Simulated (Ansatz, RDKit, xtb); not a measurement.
# C5H10O3: ranking a sample of isomers, part 2 of 2

Which of a sample of isomers of C5H10O3 is the most stable in the gas at 298.15 K, and what are its properties? The sample is small against all isomers, and the most stable one of this formula need not be in it.

xtb, Ansatz and PySCF; isolated molecules. The steps go on from the part before.

### 7 Are they minima? Harmonic frequencies

The lowest few in one piece go on as finalists (c374a drops out). In this search the thermal terms come from GFN2-xTB at its own nearest minimum. The first, c072a:

Contents of start.xyz:

```xyz
18
c072a
C     -1.338285     0.595606     1.475632
C      0.251873     0.199318    -0.193986
C      1.888653     0.027815    -1.911827
C      3.138130     0.840122    -2.212804
C      1.071441    -0.322363    -3.149245
O     -0.397111     1.112061     0.538157
O      0.096816    -0.995586    -0.114649
O      1.089901     0.837791    -1.011378
H     -1.770663     1.467359     1.982417
H     -2.128505     0.022490     0.966771
H     -0.846150    -0.062888     2.207647
H      2.151354    -0.898118    -1.376340
H      3.681606     1.078276    -1.286214
H      2.877446     1.786354    -2.712811
H      3.810050     0.271676    -2.874116
H      0.184896    -0.911479    -2.873360
H      0.746408     0.591438    -3.672015
H      1.676122    -0.924097    -3.845977
```

Command:

```bash
$ xtb start.xyz --gfn 2 --ohess tight
```

The log of the run, cut to the lines that bear on the results:

```text
* xtb version 6.7.1
[...]
          :  # basis functions                  42          :
[...]
          :  # electrons                        48          :
[...]
          :  Hamiltonian                  GFN2-xTB          :
[...]
          :  net charge                          0          :
          :  unpaired electrons                  0          :
[...]
   *** convergence criteria satisfied after 10 iterations ***
[...]
   *** GEOMETRY OPTIMIZATION CONVERGED AFTER 7 ITERATIONS ***
[...]
   *** convergence criteria satisfied after 3 iterations ***
[...]
         ::                     SUMMARY                     ::
         :::::::::::::::::::::::::::::::::::::::::::::::::::::
         :: total energy             -28.037946442064 Eh    ::
         :: gradient norm              0.000177161253 Eh/a0 ::
         :: HOMO-LUMO gap              6.203263748528 eV    ::
         ::.................................................::
         :: SCC energy               -28.316109373172 Eh    ::
         :: -> isotropic ES            0.066729678853 Eh    ::
         :: -> anisotropic ES          0.000451426194 Eh    ::
         :: -> anisotropic XC          0.002438564730 Eh    ::
         :: -> dispersion             -0.010328195598 Eh    ::
         :: repulsion energy           0.278162931108 Eh    ::
         :: add. restraining           0.000000000000 Eh    ::
         :: total charge               0.000000000000 e     ::
         :::::::::::::::::::::::::::::::::::::::::::::::::::::
[...]
        24        2.0000           -0.4354199             -11.8484 (HOMO)
        25                         -0.2074541              -5.6451 (LUMO)
[...]
molecular dipole:
                 x           y           z       tot (Debye)
 q only:        0.156       0.305      -0.245
   full:        0.126       0.285      -0.189       0.925
molecular quadrupole (traceless):
[...]
          | TOTAL ENERGY              -28.037946442064 Eh   |
          | TOTAL ENTHALPY            -27.879675334068 Eh   |
          | TOTAL FREE ENERGY         -27.925926847708 Eh   |
          | GRADIENT NORM               0.000177151723 Eh/α |
[...]
```

Run time: 0.23 s. Hardware: 4 threads of Arm Neoverse V1, shared host.

### 8 Thermal terms of the finalists

As xtb prints them, at 298.15 K, with its own treatment of low modes:

```
label             SMILES     spin  lowest mode (cm⁻¹)  zero-point (kcal/mol)  G − E (kcal/mol)
c072a      COC(=O)OC(C)C  singlet                  42                   92.4              70.3
c574a  CO[C@H](C)OC(C)=O  singlet                 40i                   91.5              69.9
c811c  CO[C@H](C)CC(=O)O  singlet                  46                   92.5              70.9
c327a        CCOCOC(C)=O  singlet                  28                   92.0              69.5
c994b  COC[C@H](C)C(=O)O  singlet                  30                   92.3              70.4
```

c574a keeps an imaginary mode, a small one that points to a nearly free motion; the harmonic terms are rough for it.

### 9 The final energy

Each finalist gets a single point at CCSD(T)/def2-SVP + MP2/def2-TZVPP - MP2/def2-SVP.

c072a, CCSD(T)/def2-SVP:

Contents of input.yaml:

```yaml
crystal:
  periodic: [false, false, false]
  atoms:
    - {symbol: C, position_ang: [-1.338285, 0.595606, 1.475632]}
    - {symbol: C, position_ang: [0.251873, 0.199318, -0.193986]}
    - {symbol: C, position_ang: [1.888653, 0.027815, -1.911827]}
    - {symbol: C, position_ang: [3.138130, 0.840122, -2.212804]}
    - {symbol: C, position_ang: [1.071441, -0.322363, -3.149245]}
    - {symbol: O, position_ang: [-0.397111, 1.112061, 0.538157]}
    - {symbol: O, position_ang: [0.096816, -0.995586, -0.114649]}
    - {symbol: O, position_ang: [1.089901, 0.837791, -1.011378]}
    - {symbol: H, position_ang: [-1.770663, 1.467359, 1.982417]}
    - {symbol: H, position_ang: [-2.128505, 0.022490, 0.966771]}
    - {symbol: H, position_ang: [-0.846150, -0.062888, 2.207647]}
    - {symbol: H, position_ang: [2.151354, -0.898118, -1.376340]}
    - {symbol: H, position_ang: [3.681606, 1.078276, -1.286214]}
    - {symbol: H, position_ang: [2.877446, 1.786354, -2.712811]}
    - {symbol: H, position_ang: [3.810050, 0.271676, -2.874116]}
    - {symbol: H, position_ang: [0.184896, -0.911479, -2.873360]}
    - {symbol: H, position_ang: [0.746408, 0.591438, -3.672015]}
    - {symbol: H, position_ang: [1.676122, -0.924097, -3.845977]}
basis:
  gaussian:
    orbitals: def2-SVP
correlation:
  method: ccsd_t
  frozen_orbitals: {H: 0, O: 1, C: 1}
```

Command:

```bash
$ ansatz run input.yaml --threads 4 --pin off --max-ram 7830MiB --events-out events.jsonl --progress --plain --runs-dir runs
```

The log of the run, cut to the lines that bear on the results:

```text
Warning: RAYON_NUM_THREADS=4 ignored (pool sized by the plan → 4); use --threads N
Functional definition: HF
  name "HF"
[...]
1640 factors; integrals over basis functions are off by at most 1.3e-3 eV
[...]
mean field -11414.11078735 eV, -419.4608346731 hartree, gradient 8.1e-7 eV, S^2 0.000000; 0 other end points of the search recorded, 0 dependent functions left out
8 core orbitals not correlated: weight in the atoms' cores, before any rotation towards them, 1.000 or more for the frozen orbitals, at most 0.000 for the correlated occupied ones
reference -11414.11078735 eV, -419.4608346731 hartree; 24, 24 occupied and 130, 130 virtual orbitals, 1640 factors
second order -33.72649450 eV of doubles, -0.00000000 eV of singles
cycle   1  -34.41106162 eV  change   -6.8e-1 eV  update   1.4e-1
[...]
cycle   9  -35.52082093 eV  change   -5.3e-6 eV  update   1.4e-5
perturbative correction -1.07208844 eV, -0.0393985235 hartree
Total energy: -11450.70369673 eV, -420.8055992890 hartree
```

Run time: 89 s. Hardware: 4 threads of Arm Neoverse V1, shared host; peak memory 2 GiB.

### 10 c072a at MP2/def2-TZVPP

Edit input.yaml of step 9 so:

```diff
@@ -23,5 +23,5 @@
   gaussian:
-    orbitals: def2-SVP
+    orbitals: def2-TZVPP
 correlation:
-  method: ccsd_t
+  method: mp2
   frozen_orbitals: {H: 0, O: 1, C: 1}
```

Command:

```bash
$ ansatz run input.yaml --threads 4 --pin off --max-ram 7830MiB --events-out events.jsonl --progress --plain --runs-dir runs
```

The log of the run:

```text
Warning: RAYON_NUM_THREADS=4 ignored (pool sized by the plan → 4); use --threads N
[... 2 set-up lines as earlier in the session ...]
  exchange = exact_x
  correlation = 0
2340 factors; integrals over basis functions are off by at most 9.2e-4 eV
mean field evaluation 1: about -11420.6487 eV, gradient 5.4e1 eV
mean field evaluation 2: about -11421.1085 eV, gradient 5.4e1 eV
mean field evaluation 4: about -11427.2597 eV, gradient 6.3e0 eV
mean field evaluation 8: about -11427.3758 eV, gradient 5.5e-1 eV
mean field evaluation 16: about -11427.3772 eV, gradient 2.2e-6 eV
mean field -11427.37719612 eV, -419.9483662029 hartree, gradient 2.2e-6 eV, S^2 0.000000; 0 other end points of the search recorded, 0 dependent functions left out
8 core orbitals not correlated: weight in the atoms' cores, before any rotation towards them, 1.000 or more for the frozen orbitals, at most 0.000 for the correlated occupied ones
reference -11427.37719612 eV, -419.9483662029 hartree; 24, 24 occupied and 356, 356 virtual orbitals, 2340 factors
second order -42.02773218 eV of doubles, -0.00000000 eV of singles
Total energy: -11469.40492830 eV, -421.4928568730 hartree
```

Wall time 15 s (4 threads of Arm Neoverse V1, shared host); peak memory 1.5 GiB.

### 11 c574a at CCSD(T)/def2-SVP

Contents of input.yaml:

```yaml
crystal:
  periodic: [false, false, false]
  atoms:
    - symbol: C
      position_ang: [-0.598924, 1.833779, 0.175252]
    - symbol: C
      position_ang: [0.469833, 0.893951, -1.707169]
    - symbol: C
      position_ang: [0.223264, 0.555403, -3.161316]
    - symbol: C
      position_ang: [2.254711, -0.546365, -0.972656]
    - symbol: C
      position_ang: [2.552722, -1.776707, -0.149560]
    - symbol: O
      position_ang: [-0.714473, 1.297132, -1.125569]
    - symbol: O
      position_ang: [0.931521, -0.286957, -0.992738]
    - symbol: O
      position_ang: [3.078480, 0.124551, -1.546338]
    - symbol: H
      position_ang: [-0.256973, 1.075849, 0.901488]
    - symbol: H
      position_ang: [-1.596232, 2.186714, 0.472348]
    - symbol: H
      position_ang: [0.104964, 2.688319, 0.200119]
    - symbol: H
      position_ang: [1.261473, 1.658642, -1.599625]
    - symbol: H
      position_ang: [1.160085, 0.235130, -3.637956]
    - symbol: H
      position_ang: [-0.159948, 1.442064, -3.687394]
    - symbol: H
      position_ang: [-0.523599, -0.249161, -3.232396]
    - symbol: H
      position_ang: [3.630467, -1.977711, -0.165120]
    - symbol: H
      position_ang: [2.000218, -2.639346, -0.552452]
    - symbol: H
      position_ang: [2.211112, -1.629157, 0.886613]
basis:
  gaussian:
    orbitals: def2-SVP
magnetization:
  spin_polarized: false
  initial_magnetization: 0
correlation:
  method: ccsd_t
  frozen_orbitals: {H: 0, O: 1, C: 1}
```

Command:

```bash
$ ansatz run input.yaml --threads 4 --pin off --max-ram 7830MiB --events-out events.jsonl --progress --plain --runs-dir runs
```

The log of the run, cut to the lines that bear on the results:

```text
Warning: RAYON_NUM_THREADS=4 ignored (pool sized by the plan → 4); use --threads N
[... 2 set-up lines as earlier in the session ...]
[...]
1640 factors; integrals over basis functions are off by at most 1.4e-3 eV
[...]
mean field -11413.69561679 eV, -419.4455774363 hartree, gradient 2.7e-6 eV, S^2 0.000000; 0 other end points of the search recorded, 0 dependent functions left out
8 core orbitals not correlated: weight in the atoms' cores, before any rotation towards them, 1.000 or more for the frozen orbitals, at most 0.000 for the correlated occupied ones
reference -11413.69561679 eV, -419.4455774363 hartree; 24, 24 occupied and 130, 130 virtual orbitals, 1640 factors
second order -33.71816827 eV of doubles, -0.00000000 eV of singles
cycle   1  -34.41329858 eV  change   -7.0e-1 eV  update   1.4e-1
[...]
cycle   9  -35.54371900 eV  change   -2.8e-5 eV  update   3.7e-5
perturbative correction -1.07679468 eV, -0.0395714747 hartree
Total energy: -11450.31613047 eV, -420.7913564918 hartree
```

Wall time 87 s (4 threads of Arm Neoverse V1, shared host); peak memory 2 GiB.

### 12 Free energies and the winner

Energies in kcal/mol from c072a; G adds the thermal terms to the CCSD(T)/def2-SVP + MP2/def2-TZVPP - MP2/def2-SVP energy. The columns left of the relaxed level are at the tight-binding geometries.

```
label             SMILES     spin  GFN2-xTB  HF/STO-3G  r2SCAN-D4/def2-SVP  B3LYP/def2-SVP  HF/def2-SVP  MP2/def2-SVP  CCSD(T)/def2-SVP + MP2/def2-TZVPP - MP2/def2-SVP     G  share at equilibrium     T1
c072a      COC(=O)OC(C)C  singlet       0.0        0.0                 0.0             0.0          0.0           0.0                                               0.0   0.0               100.0 %  0.013
c811c  CO[C@H](C)CC(=O)O  singlet      18.2       15.8                 9.5             9.9         11.7           7.2                                               6.5   7.1               < 0.1 %  0.013
c994b  COC[C@H](C)C(=O)O  singlet      19.4       16.2                11.4            10.8         11.5           8.4                                               7.2   7.3               < 0.1 %  0.013
c574a  CO[C@H](C)OC(C)=O  singlet      13.7        7.2                 9.1             8.5          9.6           9.8                                               7.9   7.5               < 0.1 %  0.013
c327a        CCOCOC(C)=O  singlet      16.8        8.9                12.4            10.7         11.3          13.3                                              10.8  10.0               < 0.1 %  0.013
```

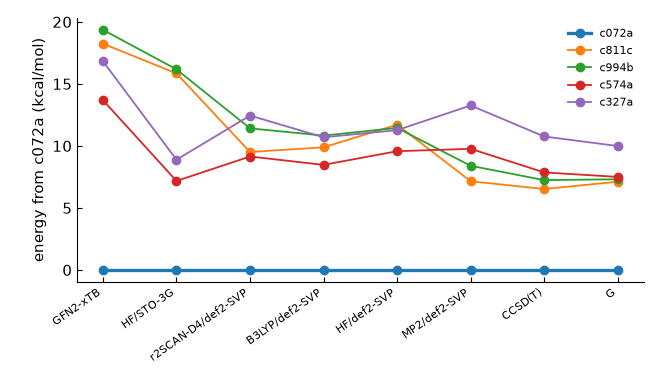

The finalists at each level, measured from c072a.

Lowest found: c072a, `COC(=O)OC(C)C`, a singlet. Some bond lengths: C3–C4 1.520 Å, C3–C5 1.524 Å, C1–O6 1.425 Å, C2–O6 1.338 Å, C2–O7 1.208 Å, C2–O8 1.333 Å, C3–O8 1.451 Å, C1–H9 1.097 Å, C1–H10 1.101 Å, C1–H11 1.101 Å, C3–H12 1.101 Å, C4–H13 1.100 Å, C4–H14 1.102 Å, C4–H15 1.101 Å, C5–H16 1.100 Å, C5–H17 1.102 Å. Some angles: C4–C3–C5 113.8°, C4–C3–O8 106.1°, C5–C3–O8 109.7°, C1–O6–C2 115.7°, O6–C2–O7 125.2°, O6–C2–O8 108.3°, O7–C2–O8 126.5°, C2–O8–C3 117.3°, C3–C4–H13 110.8°, C3–C4–H14 110.8°.

```xyz
18

C    -1.3383    0.5956    1.4756
C     0.2519    0.1993   -0.1940
C     1.8887    0.0278   -1.9118
C     3.1381    0.8401   -2.2128
C     1.0714   -0.3224   -3.1492
O    -0.3971    1.1121    0.5382
O     0.0968   -0.9956   -0.1146
O     1.0899    0.8378   -1.0114
H    -1.7707    1.4674    1.9824
H    -2.1285    0.0225    0.9668
H    -0.8461   -0.0629    2.2076
H     2.1514   -0.8981   -1.3763
H     3.6816    1.0783   -1.2862
H     2.8774    1.7864   -2.7128
H     3.8100    0.2717   -2.8741
H     0.1849   -0.9115   -2.8734
H     0.7464    0.5914   -3.6720
H     1.6761   -0.9241   -3.8460
```

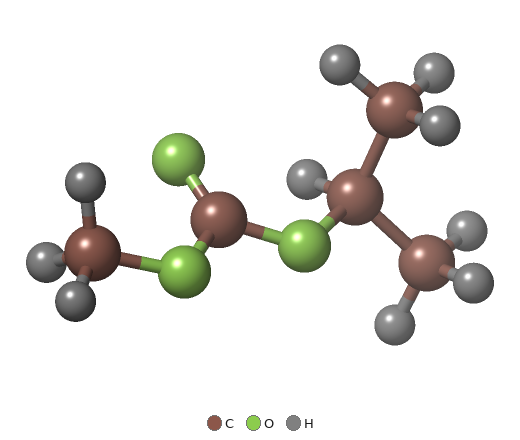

The lowest structure found, seen from a chosen angle (carbon brown, oxygen green, hydrogen grey).

### 13 Summary of results

What follows sums up all 2 parts.

| quantity | value |
| --- | --- |
| lowest structure found | COC(=O)OC(C)C, singlet |
| next finalist | CO[C@H](C)CC(=O)O, singlet, 7.1 kcal/mol higher in G |
| share at equilibrium, among the finalists | 100.0 % |
| funnel | 41 starts, 39 minima at GFN2-xTB, 19 screening runs, 6 relaxed, 5 ranked |
| CPU time of all runs | 50 min |

The search ends on `COC(=O)OC(C)C`. Among the finalists first place is clear (7.1 kcal/mol); structures outside the list aren't covered. GFN2-xTB, r2SCAN-D4/def2-SVP, B3LYP/def2-SVP, HF/def2-SVP and MP2/def2-SVP already put its bonding pattern lowest among the structures in one piece; HF/STO-3G favours the singlet CCOC1OCCO1 (c056b, not a finalist). The largest share of the time went into the final energies (67 %). 19 minima inside the window were never screened. Lowest found is not proven lowest: the search is finite, and each finalist counts with one conformer. Only 14 drawn patterns were tried, so whole families of isomers are missing, and the result ranks this sample alone. The lowest isomer need not be the one that is made and kept in a bottle, which depends on barriers.
